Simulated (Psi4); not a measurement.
# PBE0/def2-TZVPPD run of GaF (SMILES [F][Ga])

Aim: the vertical ionisation energy of GaF at PBE0/def2-TZVPPD, from 2 runs. 

Program for the calculation: Psi4 1.11.

1 further run of the same task is left out (it didn't finish).

## 1. Starting point

GaF: 2 atoms, total charge 0, spin state singlet. As SMILES, `[F][Ga]`. Geometry: relaxed at PBE0-D4/def2-TZVP.

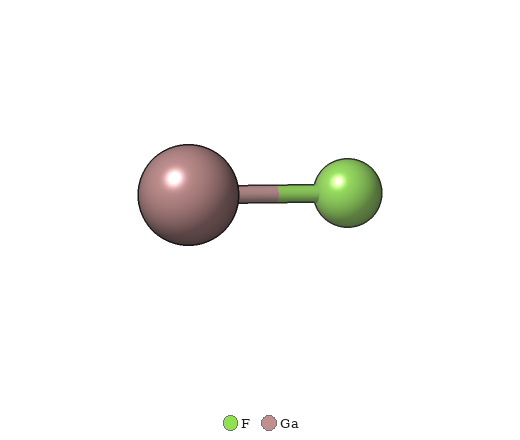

The structure, seen from a chosen angle (fluorine green, gallium pink).

## 2. Energy and gradient at PBE0/def2-TZVPPD

The input, input.json:

```json
{
 "schema_name": "qcschema_input",
 "schema_version": 1,
 "molecule": {
  "schema_name": "qcschema_molecule",
  "schema_version": 2,
  "symbols": ["F", "Ga"],
  "geometry": [0.0, 0.0, 0.01190527, 0.0, 0.0, 3.38799548],
  "molecular_charge": 0,
  "molecular_multiplicity": 1,
  "fix_symmetry": "c1",
  "fix_com": true,
  "fix_orientation": true
 },
 "driver": "gradient",
 "model": {
  "method": "pbe0",
  "basis": "def2-TZVPPD"
 },
 "keywords": {
  "puream": true,
  "e_convergence": 1e-09,
  "d_convergence": 1e-08,
  "scf_type": "pk",
  "dft_radial_points": 99,
  "dft_spherical_points": 590,
  "scf_properties": ["WIBERG_LOWDIN_INDICES", "QUADRUPOLE", "DIPOLE"]
 }
}
```

Run with:

```
psi4 --qcschema input.json -n 1 --memory 2200MB
```

stdout:

```text
[...]
  Running in c1 symmetry.
[...]
  Nuclear repulsion =   82.639971874448236
[...]
  Multiplicity = 1
[...]
  Nalpha       = 20
  Nbeta        = 20
[...]
    Number of basis functions: 94
[...]
   @RKS iter   1: -2022.71638181040225   -2.03634e+00   3.38515e-02 DIIS/ADIIS
[...]
   @RKS iter  11: -2024.44861452962004   -1.77351e-11   7.19663e-09 DIIS
[...]
    Orbital Energies [Eh]
    ---------------------
    Doubly Occupied:
       1A   -372.910071     2A    -46.053527     3A    -40.766776
       4A    -40.766776     5A    -40.763937     6A    -24.706521
       7A     -5.565900     8A     -3.834063     9A     -3.834063
      10A     -3.826440    11A     -1.142247    12A     -0.861571
      13A     -0.861571    14A     -0.856160    15A     -0.856160
      16A     -0.851431    17A     -0.455810    18A     -0.388026
      19A     -0.388026    20A     -0.288379
[...]
  @RKS Final Energy: -2024.44861452962004
   => Energetics <=
    Nuclear Repulsion Energy =             82.6399718744482357
    One-Electron Energy =               -2989.1331791916986731
    Two-Electron Energy =                 946.3635998422136026
    DFT Exchange-Correlation Energy =     -64.3190070545834089
    Empirical Dispersion Energy =           0.0000000000000000
    VV10 Nonlocal Energy =                  0.0000000000000000
    Total Energy =                      -2024.4486145296200448
[...]
 Multipole Moments:
 ------------------------------------------------------------------------------------
     Multipole            Electronic (a.u.)      Nuclear  (a.u.)        Total (a.u.)
 ------------------------------------------------------------------------------------
 L = 1.  Multiply by 2.5417464519 to convert [e a0] to [Debye]
 Dipole X            :         -0.0000000            0.0000000           -0.0000000
 Dipole Y            :          0.0000000            0.0000000            0.0000000
 Dipole Z            :       -104.2276295          105.1350073            0.9073778
 Magnitude           :                                                    0.9073778
 L = 2.  Multiply by 1.3450342976 to convert [e a0^2] to [Debye ang]
 Quadrupole XX       :        -14.1777562            0.0000000          -14.1777562
 Quadrupole XY       :         -0.0000000            0.0000000           -0.0000000
[...]
  -Total Gradient:
     Atom            X                  Y                   Z
    ------   -----------------  -----------------  -----------------
       1       -0.000000000000    -0.000000000000     0.000738768788
       2       -0.000000000000    -0.000000000000    -0.000736340929
[...]
```

The result, in JSON:

```text
{
 "driver": "gradient",
 "model": {
  "method": "pbe0",
  "basis": "def2-TZVPPD"
 },
 "success": true,
 "return_result": [-5.903960684040043e-14, -3.2482154267573523e-14, 0.0007387687884143346, -3.458406185380566e-13, -4.2331937573383976e-13, -0.0007363409293454498],
 "properties": {
  "calcinfo_nbasis": 94,
  "calcinfo_nmo": 94,
  "calcinfo_nalpha": 20,
  "calcinfo_nbeta": 20,
  "calcinfo_natom": 2,
  "nuclear_repulsion_energy": 82.63997187444824,
  "return_energy": -2024.44861452962,
  "return_gradient": [-5.903960684040043e-14, -3.2482154267573523e-14, 0.0007387687884143346, -3.458406185380566e-13, -4.2331937573383976e-13, -0.0007363409293454498],
  "scf_one_electron_energy": -2989.1331791916987,
  "scf_two_electron_energy": 946.3635998422136,
  "scf_xc_energy": -64.31900705458341,
  "scf_dipole_moment": [-1.0350049272308472e-14, 1.110266982490096e-14, 0.9073778307888176],
  "scf_total_energy": -2024.44861452962,
  "scf_total_gradient": [-5.903960684040043e-14, -3.2482154267573523e-14, 0.0007387687884143346, -3.458406185380566e-13, -4.2331937573383976e-13, -0.0007363409293454498],
  "scf_iterations": 11
 }
}
```

It took 27 s on 1 thread of Intel Xeon at 2.50GHz (Skylake/Cascade Lake), shared host; peak memory 0.65 GiB.

## 3. The doublet cation: the energy at UPBE0/def2-TZVPPD

The input, fga.inp:

```
memory 2200 MB

molecule system {
  1 2
  F      0.000000     0.000000     0.006300
  Ga     0.000000     0.000000     1.792850
  symmetry c1
}

set {
  basis                def2-TZVPPD
  reference            uks
  puream               true
  e_convergence        1e-09
  d_convergence        1e-08
  scf_type             pk
  dft_radial_points    99
  dft_spherical_points 590
  maxiter              100
}

e, wfn = energy("pbe0", return_wfn=True)
oeprop(wfn, "QUADRUPOLE", "MULLIKEN_CHARGES", "LOWDIN_CHARGES")
print_variables()
```

Run with:

```
psi4 fga.inp fga.out -n 1
```

fga.out, cut to the lines that bear on the results:

```text
[...]
  Running in c1 symmetry.
[...]
  Nuclear repulsion =   82.639971888237099
[...]
  Multiplicity = 2
[...]
  Nalpha       = 20
  Nbeta        = 19
[...]
    Number of basis functions: 94
[...]
   @UKS iter   1: -2022.47637042866131   -1.79632e+00   3.30400e-02 ADIIS/DIIS
[...]
   @UKS iter  13: -2024.06558283916661   -3.63798e-12   5.64369e-09 DIIS
[...]
   @S^2 Observed:                7.555453647E-01
[...]
  @UKS Final Energy: -2024.06558283916661
   => Energetics <=
    Nuclear Repulsion Energy =             82.6399718882370991
    One-Electron Energy =               -2975.7352231349550493
    Two-Electron Energy =                 933.1318383907362204
    DFT Exchange-Correlation Energy =     -64.1021699831849077
    Empirical Dispersion Energy =           0.0000000000000000
    VV10 Nonlocal Energy =                  0.0000000000000000
    Total Energy =                      -2024.0655828391666091
[...]
 Multipole Moments:
 ------------------------------------------------------------------------------------
     Multipole            Electronic (a.u.)      Nuclear  (a.u.)        Total (a.u.)
 ------------------------------------------------------------------------------------
 L = 1.  Multiply by 2.5417464519 to convert [e a0] to [Debye]
 Dipole X            :         -0.0000000            0.0000000           -0.0000000
 Dipole Y            :         -0.0000000            0.0000000           -0.0000000
 Dipole Z            :          2.7287779           -1.2049111            1.5238668
 Magnitude           :                                                    1.5238668
 L = 2.  Multiply by 1.3450342976 to convert [e a0^2] to [Debye ang]
 Quadrupole XX       :        -11.2224604            0.0000000          -11.2224604
 Quadrupole XY       :         -0.0000000            0.0000000           -0.0000000
[...]
  Mulliken Charges: (a.u.)
   Center  Symbol    Alpha    Beta     Spin     Total
       1     F     4.67033  4.43123  0.23910 -0.10155
       2    GA    15.32967 14.56877  0.76090  1.10155
   Total alpha = 20.00000, Total beta = 19.00000, Total charge =  1.00000
  Lowdin Charges: (a.u.)
   Center  Symbol    Alpha    Beta     Spin     Total
       1     F     4.78560  4.49121  0.29440 -0.27681
       2    GA    15.21440 14.50879  0.70560  1.27681
  Total alpha = 20.00000, Total beta = 19.00000, Total charge =  1.00000
[...]
```

It took 21 s on 1 thread of Intel Xeon at 2.50GHz (Skylake/Cascade Lake), shared host; peak memory 0.65 GiB.

## 4. Outcome

At PBE0/def2-TZVPPD:

| quantity | value |
| --- | --- |
| singlet GaF: total energy | -2024.44861 Eh |
| singlet GaF: dipole moment | 2.31 D |
| singlet GaF: HOMO energy | -7.85 eV |
| singlet GaF: LUMO energy | -1.43 eV |
| singlet GaF: HOMO–LUMO gap | 6.42 eV |
| singlet GaF: largest force on an atom | 0.038 eV/Å |
| doublet cation: total energy | -2024.06558 Eh |
| doublet cation: HOMO energy (highest over α and β) | -16.73 eV |
| doublet cation: LUMO energy (lowest over α and β) | -13.03 eV |
| doublet cation: ⟨S²⟩ | 0.756 |
| vertical ionisation energy (to the doublet cation) | 10.423 eV |

In words: Removing an electron at fixed nuclei costs 10.42 eV (240 kcal/mol). −ε(HOMO) before ionisation, 7.85 eV, is 2.58 eV below this ionisation energy.
